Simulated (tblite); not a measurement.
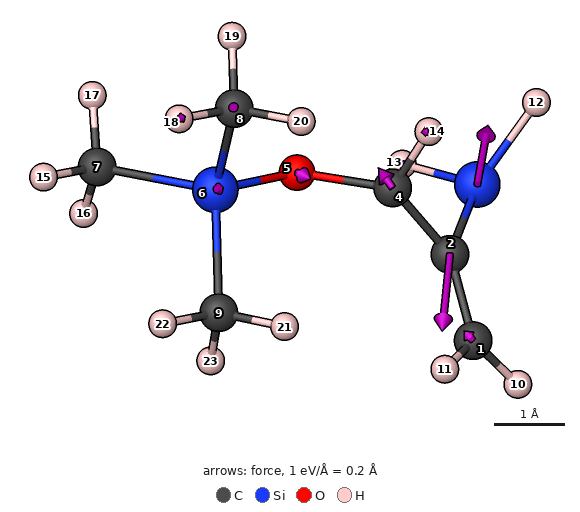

Starting geometry of C6H14OSi2 with the computed forces as purple arrows. The picture is a ball-and-stick view, seen at a tilt.

Method: GFN2-xTB geometry optimisation, gas phase (tblite 0.8.0). 

**Is this structure relaxed? If not, where do the atoms go?**

It isn't relaxed: the largest force vector, on a C atom, is 7.15 eV/Å. The final displacements have little in common with the starting forces (cosine between the two patterns 0.18). Over 95 geometry steps the energy falls by 1.640 eV. The atom that moves furthest after the best rigid fit is a Si atom (0.44 Å). Largest moves by element: Si 0.44 Å, H 0.41 Å, C 0.41 Å, O 0.08 Å. Near-neighbour distances that change, for instance: C–Si 2.300 → 1.911 Å, C–Si 1.706 → 1.859 Å, C–C 1.413 → 1.508 Å, C–O 1.446 → 1.398 Å. Among the angles between lasting bonds that change: Si–C–C 94.6° → 68.3°, C–C–Si 135.2° → 153.6°, C–O–Si 117.7° → 131.2°. The run took 1 s on 1 thread of Arm Neoverse V1, with other jobs on the host.
